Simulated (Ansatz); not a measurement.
# Response to strain in Sn

Consider Sn in the diamond structure (space group Fd-3m, No. 227; a = 6.5402 Å; relaxed with 0.1 eV smearing). Axes: x, y, z lie along the cube axes.

Strains are applied to the cell and any free atomic positions relax.

The values are results of PBEsol in Ansatz (plane waves to 420 eV, PAW, no spin-orbit coupling), not measurements.

Notes on the quantities. energy relative to the base: free energy F.

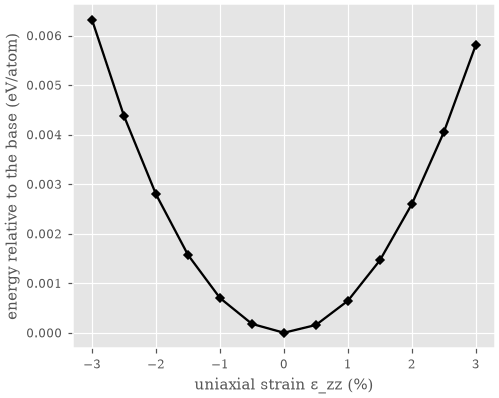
Fig. 1. Energy relative to the base against uniaxial strain ε_zz

**Question.** From the plot, what is the energy relative to the base for uniaxial strain ε_zz = +2.00 %?

**Answer.** About 0.0026 eV/atom.

**Question.** Is the trend monotonic over the range shown?

**Answer.** No, it turns within the range, spanning 0 meV/atom to +6.3 meV/atom.

Whether these cells are dynamically stable was not tested.

Ansatz is a quantum-chemistry and plane-wave program.
